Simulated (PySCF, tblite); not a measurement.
# C4H6OS2Si: geometry, infrared bands and NMR shifts

Wanted: the infrared bands and NMR shifts of C4H6OS2Si (`C=C[Si]1(O)SC=CS1`), by calculation.

Programs: tblite 0.8.0 and PySCF 2.14.0, with density-fitted response routines of our own. Each step states its level of theory. These are calculated values for one molecule in the gas phase, unless marked as measured. Atoms count from 0, in the outputs and in this text.

## 1. The molecule as given

14 atoms, charge 0, multiplicity 1; geometry from: force field or distance geometry start.

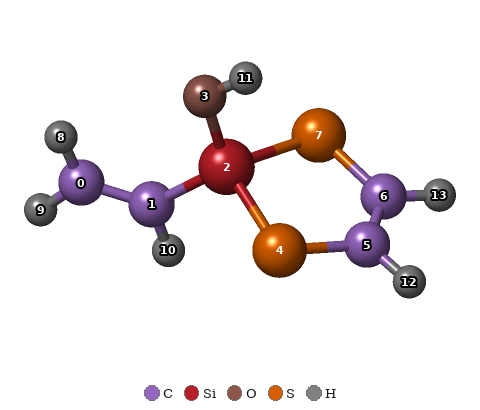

As it starts; carbon purple, silicon red, oxygen brown, sulfur orange, hydrogen grey, atoms numbered; sticks join atoms by distance.

## 2. Geometry optimisation with GFN2-xTB

The job: settings as JSON, then the geometry in Å.

```
{"job": {"kind": "relax", "xc": "GFN2-xTB", "basis": "xTB"}, "charge": 0, "multiplicity": 1}
C     -2.980200     0.182900    -0.149400
C     -1.759600    -0.313100    -0.302700
Si    -0.184300     0.451700     0.202900
O     -0.294400     1.949200     0.895300
S      0.950500    -0.828400     1.468300
C      2.325900    -1.043600     0.422800
C      2.426100    -0.461400    -0.785700
S      1.184200     0.562800    -1.425300
H     -3.166200     1.155200     0.304400
H     -3.862200    -0.374200    -0.479900
H     -1.639000    -1.295500    -0.753000
H      0.557400     2.319900     1.155200
H      3.130400    -1.674700     0.797600
H      3.310700    -0.631200    -1.397600
```

Run with:

```bash
> OMP_NUM_THREADS=1 python probes_run.py task.json out
```

This one command runs all jobs of the session in turn.

Standard output:

```text
step      E/eV     max force
  0    -651.17617    1.656
  1    -651.25534    0.644
  2    -651.27489    0.390
  3    -651.28772    0.343
  4    -651.29882    0.270
  5    -651.30237    0.247
  6    -651.30733    0.199
  7    -651.31180    0.203
  8    -651.31493    0.167
  9    -651.31776    0.187
 10    -651.32086    0.234
 11    -651.32401    0.227
 12    -651.32778    0.206
 13    -651.33201    0.237
 14    -651.33638    0.172
 15    -651.34031    0.186
 16    -651.34374    0.150
 17    -651.34637    0.167
 18    -651.34826    0.139
 19    -651.34972    0.137
 20    -651.35117    0.138
 21    -651.35277    0.118
 22    -651.35420    0.104
 23    -651.35500    0.097
 24    -651.35562    0.094
 25    -651.35646    0.097
 26    -651.35775    0.132
 27    -651.35908    0.110
 28    -651.35981    0.054
 29    -651.36004    0.030
 30    -651.36014    0.024
 31    -651.36024    0.025
 32    -651.36031    0.022
 33    -651.36034    0.014
 34    -651.36036    0.011
 35    -651.36037    0.009
```

It took 0.51 s on 1 thread of Arm Neoverse N1, shared host; peak memory 0.18 GiB.

Relaxation path: (not every step is listed)

| step | energy from step 0 (eV) | largest force (eV/Å) |
| --- | --- | --- |
| 0 | 0.0000 | 1.6560 |
| 1 | -0.0792 | 0.6437 |
| 2 | -0.0987 | 0.3898 |
| 3 | -0.1116 | 0.3429 |
| 4 | -0.1227 | 0.2705 |
| 5 | -0.1262 | 0.2468 |
| 6 | -0.1312 | 0.1992 |
| 7 | -0.1356 | 0.2030 |
| 8 | -0.1388 | 0.1668 |
| 10 | -0.1447 | 0.2338 |
| 12 | -0.1516 | 0.2058 |
| 14 | -0.1602 | 0.1721 |
| 16 | -0.1676 | 0.1503 |
| 18 | -0.1721 | 0.1394 |
| 20 | -0.1750 | 0.1380 |
| 22 | -0.1780 | 0.1036 |
| 24 | -0.1795 | 0.0940 |
| 26 | -0.1816 | 0.1319 |
| 28 | -0.1836 | 0.0539 |
| 30 | -0.1840 | 0.0242 |
| 31 | -0.1841 | 0.0246 |
| 32 | -0.1841 | 0.0219 |
| 33 | -0.1842 | 0.0139 |
| 34 | -0.1842 | 0.0107 |
| 35 | -0.1842 | 0.0091 |

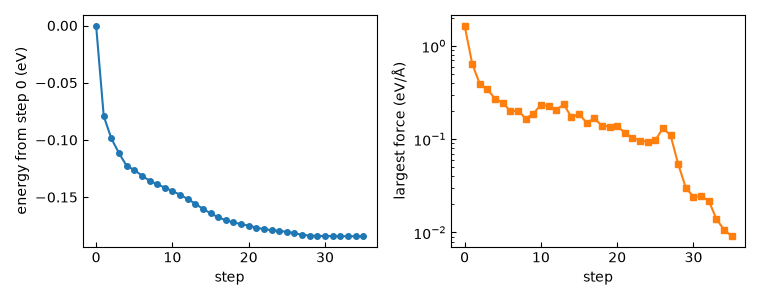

Energy and force, step by step.

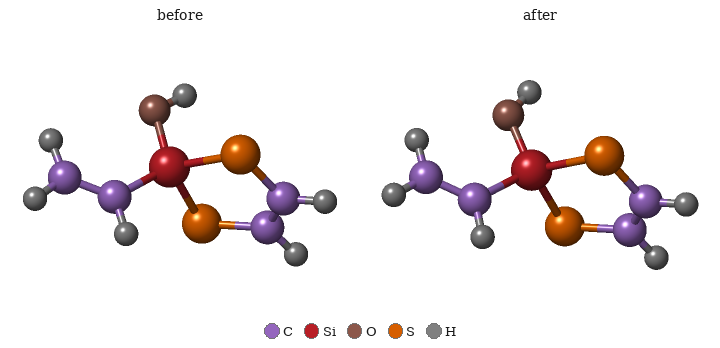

The geometry before (left) and after (right).

Close pairs (by a distance rule), those that changed most:

| bond | before (Å) | after (Å) | change (Å) |
| --- | --- | --- | --- |
| C1–Si2 | 1.823 | 1.874 | +0.051 |
| Si2–S4 | 2.128 | 2.164 | +0.036 |
| Si2–S7 | 2.130 | 2.164 | +0.034 |
| Si2–O3 | 1.653 | 1.620 | -0.033 |
| C5–C6 | 1.345 | 1.329 | -0.016 |
| C0–H9 | 1.094 | 1.078 | -0.016 |
| C6–S7 | 1.732 | 1.748 | +0.015 |
| C0–H8 | 1.089 | 1.076 | -0.013 |

The next job starts from the end point, and lists it.

## 3. Vibrational analysis with GFN2-xTB

The job: settings as JSON, then the geometry in Å.

```
{"job": {"kind": "ir", "xc": "GFN2-xTB", "basis": "xTB"}, "charge": 0, "multiplicity": 1}
C     -2.929956     0.232924    -0.121007
C     -1.760226    -0.354703    -0.312855
Si    -0.125035     0.413966     0.184332
O     -0.471228     1.852268     0.844861
S      1.043263    -0.846545     1.499231
C      2.389777    -1.075664     0.409221
C      2.484114    -0.503492    -0.786357
S      1.277893     0.569216    -1.455863
H     -2.996528     1.202368     0.340744
H     -3.858981    -0.228360    -0.416294
H     -1.730482    -1.330701    -0.781736
H      0.190472     2.453558     1.184823
H      3.155373    -1.725910     0.796098
H      3.330867    -0.659396    -1.432254
```

Standard output:

```text
mode    cm-1     km/mol
  1      42.8      0.38
  2      68.4      2.84
  3     103.5      3.49
  4     133.8      4.44
  5     185.1      0.57
  6     208.7     30.56
  7     243.9      3.14
  8     256.8    111.55
  9     356.4      2.73
 10     363.6      0.01
 11     463.3      4.55
 12     470.7     34.05
 13     518.7     61.05
 14     598.8     20.28
 15     698.3     14.47
 16     718.0     14.46
 17     721.8     36.55
 18     778.9    324.40
 19     800.0     58.59
 20     813.2      0.31
 21     913.3    176.75
 22     921.8     10.47
 23    1009.2     14.18
 24    1020.0     17.90
 25    1125.3      0.13
 26    1217.7     41.00
 27    1267.7      0.28
 28    1403.9      3.38
 29    1598.7     35.65
 30    1665.8     23.22
 31    3035.6     14.78
 32    3088.6     25.88
 33    3101.9      0.00
 34    3112.8      5.86
 35    3134.6     21.44
 36    3611.1     48.39
```

Wall time 1 s (1 thread of Arm Neoverse N1, shared host); peak memory 0.18 GiB.

The strongest bands and the atoms that carry them (share of the mass-weighted mode):

| cm⁻¹ | km/mol | atoms |
| --- | --- | --- |
| 257 | 111.5 | H11 67 %, O3 28 % |
| 519 | 61.0 | C1 22 %, Si2 21 %, H9 19 %, H8 12 % |
| 722 | 36.5 | C1 24 %, Si2 19 %, H11 16 % |
| 779 | 324.4 | H11 61 %, Si2 17 %, O3 14 % |
| 800 | 58.6 | C5 31 %, C6 31 %, H12 10 %, H13 10 % |
| 913 | 176.8 | O3 50 %, Si2 41 % |
| 1218 | 41.0 | H12 38 %, H13 38 %, C5 12 %, C6 12 % |
| 3611 | 48.4 | H11 94 % |

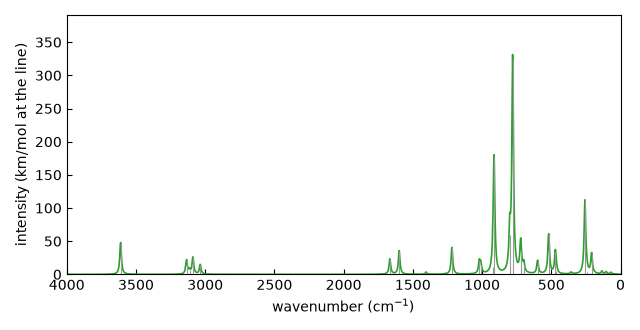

The infrared spectrum from these modes, unscaled. Lines are broadened to a width of 14 cm⁻¹ (Lorentzian).

## 4. NMR shieldings: PBE0/pcSseg-1

Same as in step 3 but for these lines:

```diff
@@ -1,2 +1,2 @@
-{"job": {"kind": "ir", "xc": "GFN2-xTB", "basis": "xTB"}, "charge": 0, "multiplicity": 1}
+{"job": {"kind": "nmr", "xc": "PBE0", "basis": "pcSseg-1"}, "charge": 0, "multiplicity": 1}
 C     -2.929956     0.232924    -0.121007
```

With the program's defaults for keys left out, this is: GIAO PBE0/pcSseg-1 NMR shielding, non-relativistic, gas phase.

Standard output:

```text
coarse grid: 14024 points
cycle   1  E = -1316.3026812539  dE =  1.240e+00  |g| = 7.456e-01  |ddm| = 3.790e+00
cycle   2  E = -1316.1859634317  dE =  1.167e-01  |g| = 1.094e+00  |ddm| = 1.459e+00
cycle   3  E = -1316.4070943654  dE = -2.211e-01  |g| = 1.163e-01  |ddm| = 1.002e+00
cycle   4  E = -1316.4099531478  dE = -2.859e-03  |g| = 3.716e-02  |ddm| = 1.425e-01
cycle   5  E = -1316.4102399674  dE = -2.868e-04  |g| = 1.300e-02  |ddm| = 3.914e-02
cycle   6  E = -1316.4102786918  dE = -3.872e-05  |g| = 4.597e-03  |ddm| = 1.454e-02
cycle   7  E = -1316.4102835821  dE = -4.890e-06  |g| = 1.335e-03  |ddm| = 4.713e-03
final grid: 123696 points
cycle   8  E = -1316.4721041561  dE = -2.045e-05  |g| = 1.089e-02  |ddm| = 2.826e-02
cycle   9  E = -1316.4720784757  dE =  2.568e-05  |g| = 1.497e-02  |ddm| = 2.339e-02
cycle  10  E = -1316.4721313551  dE = -5.288e-05  |g| = 1.376e-03  |ddm| = 1.494e-02
cycle  11  E = -1316.4721318620  dE = -5.070e-07  |g| = 2.025e-04  |ddm| = 1.786e-03
cycle  12  E = -1316.4721318715  dE = -9.493e-09  |g| = 7.741e-05  |ddm| = 2.660e-04
cycle  13  E = -1316.4721318728  dE = -1.256e-09  |g| = 3.753e-05  |ddm| = 1.031e-04
cycle  14  E = -1316.4721318731  dE = -3.656e-10  |g| = 5.462e-06  |ddm| = 3.441e-05
converged SCF energy = -1316.4721318731

GIAO shielding tensors (ppm)
atom      isotropic    diamagn.    paramagn.     s11        s22        s33       span
  0 C       42.974     252.095    -209.121    -79.084     37.302    170.703    249.787
  1 C       47.250     261.869    -214.619    -63.271     49.658    155.364    218.635
  2 Si     327.198     878.281    -551.083    309.442    313.611    358.541     49.099
  3 O      260.786     388.649    -127.864    243.028    268.599    270.730     27.701
  4 S      519.063    1058.964    -539.902    345.518    544.751    666.918    321.400
  5 C       61.763     259.361    -197.598    -35.146     87.167    133.269    168.414
  6 C       61.754     259.354    -197.600    -35.095     87.094    133.262    168.357
  7 S      519.050    1058.962    -539.911    345.248    544.828    667.075    321.827
  8 H       25.253      30.231      -4.978     21.311     23.572     30.875      9.564
  9 H       25.230      27.564      -2.335     22.215     24.509     28.964      6.748
 10 H       25.626      31.598      -5.972     23.333     24.544     29.000      5.667
 11 H       28.877      30.890      -2.012     21.545     24.067     41.020     19.476
 12 H       25.752      29.480      -3.728     21.562     26.364     29.330      7.769
 13 H       25.755      29.481      -3.725     21.559     26.373     29.334      7.775
```

It took 55 s on 1 thread of Arm Neoverse N1, shared host; peak memory 0.83 GiB.

Shifts follow as δ = σ(reference) − σ, with reference shieldings (ppm) from runs at the same level and on the same kind of geometry: 1H TMS 31.72, 13C TMS 186.9, 29Si TMS 349.2, 17O H2O 336.1, 33S CS2 504. The references are single molecules in the gas phase, so shifts against H2O, NH3, PH3, H3PO4 or CFCl3 are not on the usual liquid scales and can be off by tens of ppm. Atoms listed in one row are averaged.

| atoms | environment | σ (ppm) | δ (ppm) | δ scaled to CDCl3 |
| --- | --- | --- | --- | --- |
| C0 | terminal =CH2 carbon | 43.0 | 144.0 | 138.6 |
| C1 | alkene CH | 47.3 | 139.7 | 134.4 |
| C5, C6 | alkene CH | 61.8 | 125.2 | 115.8 |
| H9 | hydrogen on a terminal =CH2 carbon | 25.23 | 6.49 | 6.22 |
| H8 | hydrogen on a terminal =CH2 carbon | 25.25 | 6.46 | 6.20 |
| H10 | hydrogen on an alkene CH | 25.63 | 6.09 | 5.85 |
| H12, H13 | hydrogen on an alkene CH | 25.75 | 5.96 | 5.73 |
| H11 | hydrogen on an oxygen bonded to Si | 28.88 | 2.84 | – |
| Si2 | silicon bonded to C, O, 2 S, in a 5-membered ring | 327.2 | 22.0 | – |
| O3 | oxygen bonded to Si, H | 260.8 | 75.3 | – |
| S4, S7 | sulfur bonded to C, Si, in a 5-membered ring | 519 | -15 | – |

The scaled column applies a straight-line fit of computed shieldings to shifts measured in CDCl3, with any fitted terms for Cl, Br or S neighbours (root-mean-square error 0.16 ppm for H, 1.9 ppm for C).

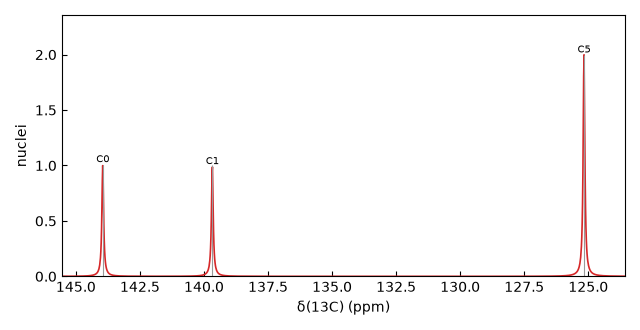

13C lines at the computed shifts, without couplings. Lines are broadened to a width of 0.08 ppm (Lorentzian).

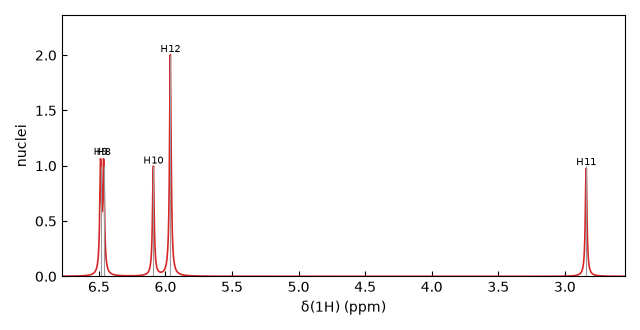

1H lines at the computed shifts, without couplings. Lines are broadened to a width of 0.01 ppm (Lorentzian).

Charges from the same density, by scheme (e):

| atoms | Mulliken | IAO | Hirshfeld | ESP fit |
| --- | --- | --- | --- | --- |
| C0 | -0.12 | -0.26 | -0.07 | -0.18 |
| C1 | -0.49 | -0.45 | -0.15 | -0.37 |
| Si2 | 1.06 | 1.08 | 0.38 | 0.78 |
| O3 | -0.52 | -0.78 | -0.29 | -0.62 |
| S4, S7 | -0.22 | -0.11 | -0.07 | -0.20 |
| C5, C6 | -0.23 | -0.29 | -0.09 | -0.26 |

Hirshfeld charges:

C0 -0.07; C1 -0.15; Si2 0.38; O3 -0.29; S4 -0.07; C5 -0.09; C6 -0.09; S7 -0.07; H8 0.05; H9 0.05; H10 0.05; H11 0.18; H12 0.06; H13 0.06

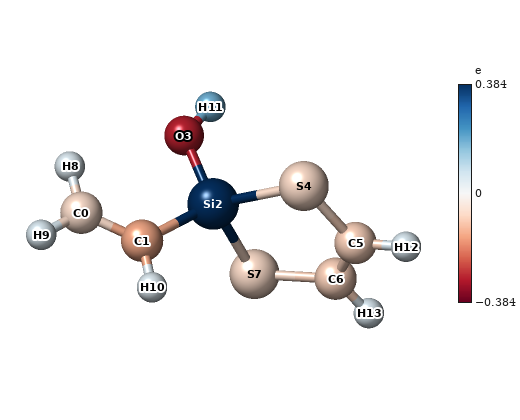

Hirshfeld charges, as colours on the atoms.

Mayer bond orders: C0–C1 1.97, C1–Si2 0.90, Si2–O3 1.09, Si2–S4 0.93, S4–C5 1.08, C5–C6 1.79, C6–S7 1.08, S7–Si2 0.92.

Ring of atoms Si2, S4, C5, C6, S7: NICS(0) -7.2, NICS(1) -4.4, NICS(1)zz -3.9 ppm (means of both faces).

## 5. Outcome

```
                                                               quantity                             value
                              strongest single infrared mode (GFN2-xTB)              779 cm⁻¹, 324 km/mol
                                           zero-point energy (GFN2-xTB)                     56.9 kcal/mol
13C shifts against TMS (PBE0/pcSseg-1, means over atoms taken as alike)           144.0, 139.7, 125.2 ppm
 1H shifts against TMS (PBE0/pcSseg-1, means over atoms taken as alike)  6.49, 6.46, 6.09, 5.96, 2.84 ppm
                                29Si shifts against TMS (PBE0/pcSseg-1)                          22.0 ppm
                                 17O shifts against H2O (PBE0/pcSseg-1)                          75.3 ppm
33S shifts against CS2 (PBE0/pcSseg-1, means over atoms taken as alike)                           -15 ppm
```

Relaxing lowered the energy by 0.184 eV in 35 steps; the close pair that moved most is C1–Si2, from 1.823 to 1.874 Å. No mode is imaginary among the 36: a minimum at this level. The strongest single mode, at 779 cm⁻¹, moves mainly H11. Unscaled tight-binding wavenumbers are off by several per cent, some by more. Its intensities can rank the bands wrongly. C0 (terminal =CH2 carbon) lies farthest downfield among carbon, at 144.0 ppm; the olefinic region. At PBE0/pcSseg-1: The largest span, 322 ppm, is at S4, S7, where the paramagnetic term is -540 ppm.
